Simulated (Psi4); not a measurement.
# BHLYP/def2-TZVPPD run of BF (SMILES [B]F)

What is the vertical electron affinity of BF at BHLYP/def2-TZVPPD? 

The results are computed with Psi4 1.11.

## 1. The molecule

BF has 2 atoms, charge 0, and is taken as a singlet. As SMILES, `[B]F`. The coordinates come from a PBE0-D4/def2-TZVP relaxation.

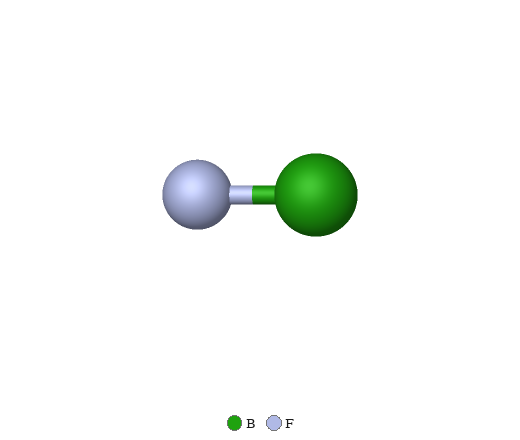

Viewed from a chosen angle; boron green, fluorine light blue.

## 2. A single-point energy at BHLYP/def2-TZVPPD

calc.inp

```
memory 2200 MB

molecule {
  0 1
  B
  F 1 R2

  R2 = 1.26309
  symmetry c1
}

set puream true
set e_convergence 1e-09
set d_convergence 1e-08
set scf_type pk
set dft_radial_points 99
set dft_spherical_points 590

result, w = energy('bhhlyp/def2-TZVPPD', return_wfn=True)
oeprop(w, 'LOWDIN_CHARGES', 'MULLIKEN_CHARGES', 'WIBERG_LOWDIN_INDICES', title='BHHLYP')
```

On the command line:

```console
$ psi4 -n 1 calc.inp calc.out
```

calc.out:

```text
[...]
  Running in c1 symmetry.
[...]
  Nuclear repulsion =   18.852951476260600
[...]
  Multiplicity = 1
[...]
  Nalpha       = 7
  Nbeta        = 7
[...]
    Number of basis functions: 77
[...]
   @RKS iter   1:  -124.64619167400127   -5.42062e-01   3.90527e-03 DIIS/ADIIS
[...]
   @RKS iter   8:  -124.67149644668407   -7.16938e-11   9.62712e-09 DIIS
[...]
    Orbital Energies [Eh]
    ---------------------
    Doubly Occupied:
       1A    -25.392580     2A     -7.190647     3A     -1.460626
       4A     -0.721155     5A     -0.622441     6A     -0.622441
       7A     -0.338808
[...]
  @RKS Final Energy:  -124.67149644668407
   => Energetics <=
    Nuclear Repulsion Energy =             18.8529514762605999
    One-Electron Energy =                -208.9756345476290562
    Two-Electron Energy =                  72.9171160119363009
    DFT Exchange-Correlation Energy =      -7.4659293872519301
    Empirical Dispersion Energy =           0.0000000000000000
    VV10 Nonlocal Energy =                  0.0000000000000000
    Total Energy =                       -124.6714964466840740
[...]
 Multipole Moments:
 ------------------------------------------------------------------------------------
     Multipole            Electronic (a.u.)      Nuclear  (a.u.)        Total (a.u.)
 ------------------------------------------------------------------------------------
 L = 1.  Multiply by 2.5417464519 to convert [e a0] to [Debye]
 Dipole X            :         -0.0000000            0.0000000           -0.0000000
 Dipole Y            :         -0.0000000            0.0000000           -0.0000000
 Dipole Z            :          0.0267252            0.3254674            0.3521926
 Magnitude           :                                                    0.3521926
[...]
  Mulliken Charges: (a.u.)
   Center  Symbol    Alpha    Beta     Spin     Total
       1     B     2.44427  2.44427  0.00000  0.11146
       2     F     4.55573  4.55573  0.00000 -0.11146
   Total alpha =  7.00000, Total beta =  7.00000, Total charge = -0.00000
  Lowdin Charges: (a.u.)
   Center  Symbol    Alpha    Beta     Spin     Total
       1     B     2.52867  2.52867  0.00000 -0.05734
       2     F     4.47133  4.47133  0.00000  0.05734
  Total alpha =  7.00000, Total beta =  7.00000, Total charge = -0.00000
[...]
```

Run time: 10 s. Hardware: 1 thread of Intel Xeon at 2.50GHz (Skylake/Cascade Lake), shared host; peak memory 0.51 GiB.

## 3. The doublet anion, same level

job.inp

```
memory 2200 mb

molecule {
  -1 2
  B
  F 1 1.26309
  symmetry c1
  no_reorient
  no_com
}

set {
  basis                def2-TZVPPD
  reference            uks
  puream               true
  e_convergence        1e-09
  d_convergence        1e-08
  scf_type             pk
  dft_radial_points    99
  dft_spherical_points 590
  maxiter              100
}

E, wfn = energy("bhhlyp", return_wfn=True)
oeprop(wfn, "QUADRUPOLE", "DIPOLE", "MAYER_INDICES", title="BHHLYP")
```

On the command line:

```console
$ psi4 -i job.inp -o job.out -n 1
```

job.out:

```text
[...]
  Running in c1 symmetry.
[...]
  Nuclear repulsion =   18.852951476260600
[...]
  Multiplicity = 2
[...]
  Nalpha       = 8
  Nbeta        = 7
[...]
    Number of basis functions: 77
[...]
   @UKS iter   1:  -124.52621055861854   -4.22081e-01   5.49798e-03 DIIS/ADIIS
[...]
   @UKS iter  12:  -124.62695586348144   -4.06430e-12   3.05026e-09 DIIS
[...]
   @S^2 Observed:                7.561253000E-01
[...]
    Orbital Energies [Eh]
    ---------------------
    Alpha Occupied:
       1A    -25.115518     2A     -6.888040     3A     -1.193692
       4A     -0.458129     5A     -0.374488     6A     -0.359300
       7A     -0.085486     8A      0.089191
    Alpha Virtual:
       9A      0.173396    10A      0.213290    11A      0.221236
      12A      0.275439    13A      0.283440    14A      0.302977
      15A      0.308400    16A      0.310178    17A      0.344532
      18A      0.357412    19A      0.375273    20A      0.429351
      21A      0.450150    22A      0.466368    23A      0.506591
      24A      0.657284    25A      0.727819    26A      0.728025
[...]
  @UKS Final Energy:  -124.62695586348144
   => Energetics <=
    Nuclear Repulsion Energy =             18.8529514762605999
    One-Electron Energy =                -212.7345300239421135
    Two-Electron Energy =                  76.8347983718300185
    DFT Exchange-Correlation Energy =      -7.5801756876299597
    Empirical Dispersion Energy =           0.0000000000000000
    VV10 Nonlocal Energy =                  0.0000000000000000
    Total Energy =                       -124.6269558634814416
[...]
 Multipole Moments:
 ------------------------------------------------------------------------------------
     Multipole            Electronic (a.u.)      Nuclear  (a.u.)        Total (a.u.)
 ------------------------------------------------------------------------------------
 L = 1.  Multiply by 2.5417464519 to convert [e a0] to [Debye]
 Dipole X            :         -0.0000000            0.0000000           -0.0000000
 Dipole Y            :         -0.0000000            0.0000000           -0.0000000
 Dipole Z            :          1.7793036            0.3254674            2.1047710
 Magnitude           :                                                    2.1047710
 L = 2.  Multiply by 1.3450342976 to convert [e a0^2] to [Debye ang]
 Quadrupole XX       :        -16.2696597            0.0000000          -16.2696597
 Quadrupole XY       :          0.0837149            0.0000000            0.0837149
[...]
```

It took 17 s on 1 thread of Intel Xeon at 2.50GHz (Skylake/Cascade Lake), shared host; peak memory 0.51 GiB.

## 4. Outcome

Level: BHLYP/def2-TZVPPD.

| quantity | value |
| --- | --- |
| singlet BF: total energy | -124.67150 Eh |
| singlet BF: dipole moment | 0.90 D |
| singlet BF: HOMO energy | -9.22 eV |
| singlet BF: LUMO energy | -0.05 eV |
| singlet BF: HOMO–LUMO gap | 9.17 eV |
| doublet anion: total energy | -124.62696 Eh |
| doublet anion: HOMO energy (highest over α and β) | 2.43 eV |
| doublet anion: LUMO energy (lowest over α and β) | 4.72 eV |
| doublet anion: ⟨S²⟩ | 0.756 |
| vertical electron affinity (to the doublet anion) | -1.212 eV |

**Reading.** The anion lies 1.21 eV (28 kcal/mol) above the neutral: the electron isn't bound at this level, and such a value depends on the basis. The HOMO (doublet anion) lies at positive energy, 2.43 eV; only total energies tell whether the electron is bound.
